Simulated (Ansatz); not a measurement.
# Run report: WH₅ClO₄, geometry relaxation (part 2 of 2)

WH₅ClO₄; RKS BHLYP-D4/def2-SVP (Ansatz 0.2.0). It belongs to a series of runs on one base structure; here: end point B relaxed.

Geometry of the input (Å):
```
W  -0.7002  -0.1537  -0.2363
H  1.8453  0.8157  0.8348
O  2.3645  0.1302  0.3656
H  2.8097  -0.3746  1.0431
Cl -0.2685  1.8633  0.8756
O  -2.5624  0.0291  -0.1153
H  -2.9522  0.0023  0.7683
O  -0.5508  -1.9996  0.0057
H  -0.2354  -2.5874  0.6861
O  0.4894  0.1210  -1.6440
H  1.4100  0.0408  -1.3461
```

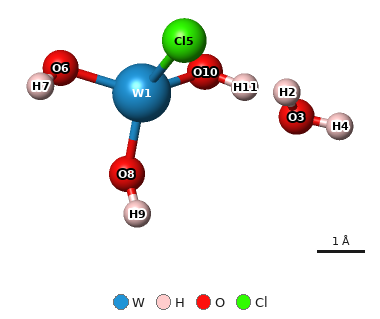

Fig. 1: The geometry at step 21 of the log (ball-and-stick view, seen at a tilt; atoms are numbered from 1 in the order of the input).

## Output, continued
```
Atom 10 at     1.486866    -0.148392    -0.790035 Å, force     0.001690    -0.002774     0.000345 eV/Å
Dipole moment:     0.399949    -0.225392     0.555192 e Å
```

## Trajectory as extended XYZ (Å, eV, eV/Å), 10 of the 37 frames kept, from step=1 to step=37
```
11
Properties=species:S:1:pos:R:3:forces:R:3 step=1 energy=-22603.17558
W    -0.7002   -0.1537   -0.2363   -0.1563  -0.0918  -0.0240
H     1.8453    0.8157    0.8348    0.6764  -0.5717  -0.3498
O     2.3645    0.1302    0.3656   -0.5619   0.6236   0.4056
H     2.8097   -0.3746    1.0431    0.0009   0.0123   0.0048
Cl   -0.2685    1.8633    0.8756   -0.0078  -0.0324  -0.0050
O    -2.5624    0.0291   -0.1153    0.0145   0.0067   0.0073
H    -2.9522    0.0023    0.7683    0.0434  -0.0092  -0.0346
O    -0.5508   -1.9996    0.0057   -0.0090   0.0743   0.0171
H    -0.2354   -2.5874    0.6861   -0.0004  -0.0168  -0.0034
O     0.4894    0.1210   -1.6440   -0.0308   0.0023  -0.0393
H     1.4100    0.0408   -1.3461    0.0309   0.0027   0.0213
11
Properties=species:S:1:pos:R:3:forces:R:3 step=5 energy=-22603.20451
W    -0.7244   -0.1600   -0.2342   -0.0847   0.0001  -0.0484
H     1.9878    0.8654    0.8899    0.1844  -0.1731  -0.1171
O     2.4074    0.1802    0.3557   -0.0630   0.0368   0.2150
H     2.8452   -0.4127    0.9679   -0.0789   0.1495  -0.0833
Cl   -0.3062    1.8543    0.8766    0.0098  -0.0205   0.0040
O    -2.5887    0.0192   -0.1451    0.0022   0.0029   0.0175
H    -2.9948   -0.0256    0.7303    0.0412  -0.0020  -0.0271
O    -0.5870   -2.0052    0.0212    0.0245   0.0126   0.0070
H    -0.2812   -2.5932    0.7059   -0.0056  -0.0004  -0.0079
O     0.4880    0.1071   -1.6247   -0.0951  -0.0130  -0.0193
H     1.4033    0.0575   -1.3059    0.0652   0.0070   0.0595
11
Properties=species:S:1:pos:R:3:forces:R:3 step=9 energy=-22603.21508
W    -0.7862   -0.1868   -0.2365    0.0115   0.0151  -0.0385
H     2.1127    0.9226    0.8591   -0.0145  -0.0040  -0.0558
O     2.4855    0.2089    0.3362    0.1102  -0.0536   0.2149
H     3.0524   -0.2815    0.9332   -0.0985   0.0692  -0.1598
Cl   -0.3300    1.7960    0.9106    0.0161  -0.0083   0.0044
O    -2.6462    0.0425   -0.1802    0.0075  -0.0117  -0.0080
H    -3.0561   -0.0230    0.6915   -0.0169   0.0004   0.0105
O    -0.6879   -2.0367   -0.0062   -0.0141   0.0010   0.0009
H    -0.3887   -2.6417    0.6663    0.0027   0.0015   0.0014
O     0.4982    0.0678   -1.5584    0.0150  -0.0126   0.0608
H     1.3957    0.0191   -1.1780   -0.0191   0.0033  -0.0307
11
Properties=species:S:1:pos:R:3:forces:R:3 step=13 energy=-22603.21794
W    -0.8084   -0.2002   -0.2317    0.0100  -0.0171   0.0034
H     2.1219    0.9263    0.8685    0.0172  -0.0192  -0.0035
O     2.5015    0.2177    0.3447   -0.0066   0.0017   0.0074
H     3.1972   -0.1725    0.8692   -0.0137   0.0194  -0.0070
Cl   -0.3146    1.7575    0.9429    0.0008   0.0056  -0.0015
O    -2.6645    0.0646   -0.1998   -0.0051   0.0086   0.0003
H    -3.0975   -0.0223    0.6588   -0.0023  -0.0028  -0.0012
O    -0.7528   -2.0530   -0.0114   -0.0089  -0.0070  -0.0011
H    -0.4464   -2.6635    0.6531    0.0038   0.0022   0.0027
O     0.5090    0.0341   -1.5218    0.0011   0.0178  -0.0065
H     1.4040   -0.0016   -1.1349    0.0037  -0.0091   0.0071
11
Properties=species:S:1:pos:R:3:forces:R:3 step=17 energy=-22603.22039
W    -0.8189   -0.2015   -0.2317   -0.0025  -0.0155   0.0059
H     2.1181    0.8968    0.8915   -0.0044  -0.0132  -0.0118
O     2.4650    0.1539    0.3928    0.1495  -0.0273   0.1029
H     3.3037   -0.0776    0.7929   -0.1474   0.0423  -0.0913
Cl   -0.3189    1.7548    0.9434    0.0057   0.0000  -0.0015
O    -2.6735    0.0761   -0.2123   -0.0030   0.0005  -0.0058
H    -3.1148   -0.0190    0.6411    0.0003  -0.0018   0.0012
O    -0.7724   -2.0546   -0.0112   -0.0135   0.0071  -0.0004
H    -0.4552   -2.6618    0.6514    0.0057   0.0015   0.0023
O     0.5128    0.0295   -1.5086    0.0055   0.0118  -0.0047
H     1.4035   -0.0095   -1.1116    0.0041  -0.0054   0.0032
11
Properties=species:S:1:pos:R:3:forces:R:3 step=21 energy=-22603.21992 accepted=F
W    -0.8504   -0.2078   -0.2621    0.1500  -0.1552   0.2387
H     2.1249    0.8613    0.9388   -0.0020  -0.0240  -0.0168
O     2.4932    0.1136    0.4625    0.1428   0.0151   0.0216
H     3.4351    0.1168    0.6360   -0.1678   0.0050  -0.0489
Cl   -0.2971    1.7116    0.9523   -0.0204  -0.0015  -0.0406
O    -2.6991    0.1033   -0.2224   -0.0570   0.0462  -0.0897
H    -3.1484   -0.0281    0.6212    0.0044   0.0013  -0.0080
O    -0.8444   -2.0609   -0.0272   -0.0409   0.0360  -0.0373
H    -0.5292   -2.6654    0.6395    0.0139   0.0281  -0.0079
O     0.5475   -0.0189   -1.4734   -0.0555   0.0717  -0.0299
H     1.4174   -0.0384   -1.0275    0.0325  -0.0225   0.0188
11
Properties=species:S:1:pos:R:3:forces:R:3 step=25 energy=-22603.22800
W    -0.8464   -0.2237   -0.2248    0.0127  -0.0242   0.0011
H     2.1299    0.8545    0.9333    0.0029  -0.0125  -0.0072
O     2.5127    0.1108    0.4621    0.1804   0.0281   0.0254
H     3.4629    0.1865    0.5608   -0.1920  -0.0118  -0.0308
Cl   -0.3017    1.6986    0.9868    0.0045  -0.0016   0.0008
O    -2.6905    0.1185   -0.2516   -0.0061   0.0020  -0.0118
H    -3.1690   -0.0034    0.5777    0.0040   0.0017  -0.0008
O    -0.8687   -2.0791   -0.0212   -0.0004   0.0154   0.0089
H    -0.5549   -2.6970    0.6337   -0.0023   0.0028  -0.0106
O     0.5520   -0.0238   -1.4320   -0.0256   0.0015   0.0129
H     1.4231   -0.0548   -0.9873    0.0219  -0.0013   0.0121
11
Properties=species:S:1:pos:R:3:forces:R:3 step=29 energy=-22603.23088
W    -0.8583   -0.2549   -0.2141    0.1243   0.1134   0.0786
H     2.1388    0.8461    0.9486    0.0122   0.0008  -0.0021
O     2.5748    0.1335    0.4748    0.0177  -0.0010  -0.0074
H     3.4986    0.3711    0.4187   -0.0293   0.0045   0.0037
Cl   -0.2724    1.6439    1.0365   -0.0283  -0.0949  -0.0695
O    -2.6852    0.1580   -0.2767   -0.0487  -0.0002  -0.0147
H    -3.1910    0.0285    0.5349   -0.0037   0.0088   0.0013
O    -0.9477   -2.1073   -0.0286   -0.0026  -0.0190  -0.0238
H    -0.6451   -2.7533    0.6037   -0.0046  -0.0057   0.0064
O     0.5883   -0.0828   -1.3656   -0.0466  -0.0101   0.0220
H     1.4486   -0.0957   -0.8944    0.0097   0.0035   0.0054
11
Properties=species:S:1:pos:R:3:forces:R:3 step=33 energy=-22603.23307
W    -0.8615   -0.2786   -0.1944   -0.0187  -0.0185  -0.0256
H     2.1689    0.8611    0.9568    0.0174  -0.0099  -0.0106
O     2.6281    0.1697    0.4730    0.0936   0.0409  -0.0104
H     3.5192    0.4890    0.3300   -0.1135  -0.0299   0.0186
Cl   -0.2623    1.5979    1.0664    0.0047   0.0094   0.0124
O    -2.6792    0.1775   -0.2926    0.0073  -0.0056   0.0074
H    -3.2070    0.0584    0.5066    0.0041   0.0025  -0.0063
O    -1.0024   -2.1315   -0.0434    0.0103   0.0075   0.0129
H    -0.7317   -2.8027    0.5774   -0.0078   0.0055  -0.0088
O     0.6106   -0.1285   -1.3122    0.0014  -0.0023   0.0223
H     1.4667   -0.1252   -0.8300    0.0012   0.0005  -0.0118
11
Properties=species:S:1:pos:R:3:forces:R:3 step=37 energy=-22603.23392
W    -0.8623   -0.2991   -0.1868   -0.0016  -0.0093  -0.0081
H     2.1786    0.8549    0.9681    0.0012  -0.0004  -0.0011
O     2.6669    0.1946    0.4700    0.0030   0.0047  -0.0013
H     3.5100    0.5929    0.2608   -0.0034  -0.0019   0.0002
Cl   -0.2476    1.5603    1.0959    0.0013   0.0003   0.0012
O    -2.6687    0.1951   -0.3044    0.0000  -0.0006   0.0021
H    -3.2103    0.0865    0.4867   -0.0007   0.0010  -0.0015
O    -1.0394   -2.1490   -0.0517   -0.0017   0.0065   0.0047
H    -0.7966   -2.8348    0.5642   -0.0003  -0.0031  -0.0017
O     0.6320   -0.1659   -1.2751    0.0005   0.0056   0.0052
H     1.4869   -0.1484   -0.7900    0.0017  -0.0028   0.0003
```

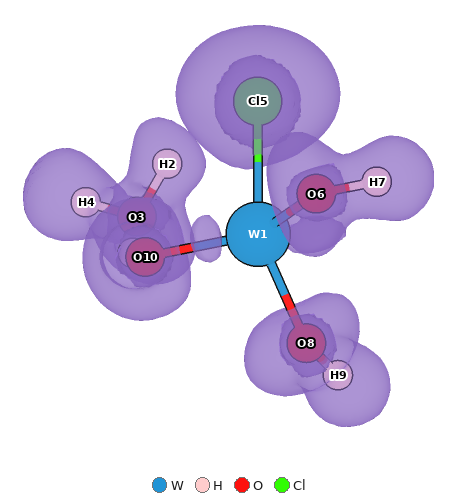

Fig. 2: Isosurface of the ELF at 0.75 (purple), seen at an oblique angle. Only the valence region is drawn (cores and ρ < 0.01 e/Å³ removed). Values along the shortest contacts: O3···H11 (1.76 Å): the ELF is only about 0.15 between them (by its geometry a hydrogen bond between the two molecules, with no shared pair). W–O (1.85 Å): the ELF peaks at about 0.85 in the valence shell of O, 0.6 Å from its nucleus, and drops to about 0.30 between the two atoms.

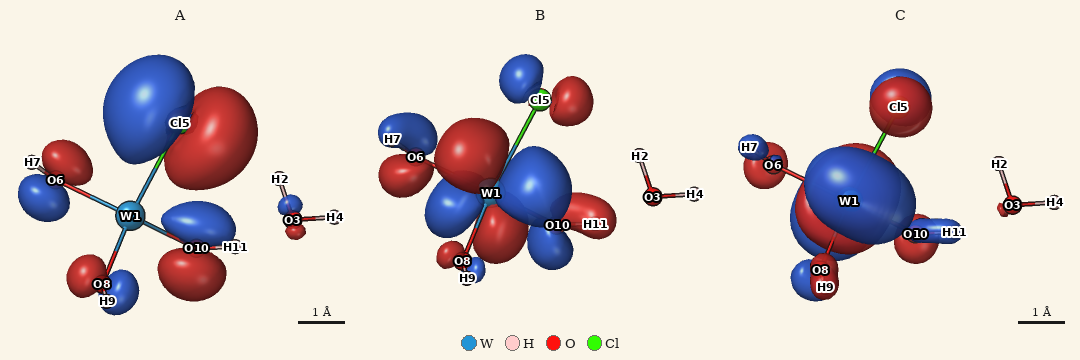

Fig. 3: Three frontier orbitals at ±0.1 Å⁻³ᐟ² (red and blue are the two phases). A is the HOMO−1 (−10.03 eV). C is the HOMO (−6.44 eV). By Hirshfeld shares it lies mainly on W1 (80 %). B is the LUMO (−0.74 eV). It lies mainly on W1 (70 %) and O6 (10 %). The HOMO–LUMO gap is 5.70 eV between the orbital energies.

## Results in brief

- outcome: converged
- total energy: −22603.2341 eV
- mean-field energy: −22602.8804 eV
- largest force (length of the vector) at the end: 0.012 eV/Å
- wall time: 2.1 min (CPU time 7.8 min)
- peak memory: 0.35 GiB
